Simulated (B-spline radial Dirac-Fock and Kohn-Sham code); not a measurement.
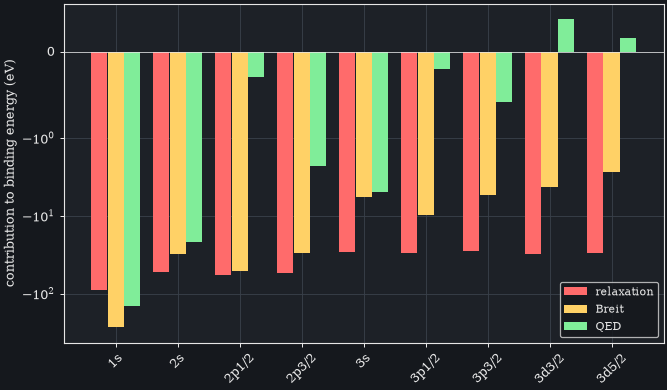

Fig. 1. Bars give the relaxation, Breit and QED contributions (eV) to the binding energies of the deepest subshells, counted from the Koopmans value, on an axis that is logarithmic beyond ±1 eV. The figure is for Pt⁵⁺, configuration [Xe] 4f14 5d5, inside a Watson sphere of charge −5 and radius 2.7 Å that stands in for a crystal. Computed with a B-spline radial code: Dirac–Fock ΔSCF (average of configuration, Fermi nucleus, Breit and QED terms, no correlation). Open shells are averaged over j.

For 1s (bound by 78.446 keV) relaxation contributes −89.5 eV, the Breit interaction −273 eV and QED −144 eV, so Breit is the largest correction there. For 3d5/2 the three are −30.4 eV, −2.7 eV and 0.16 eV. Relaxation is largest in size for 1s.
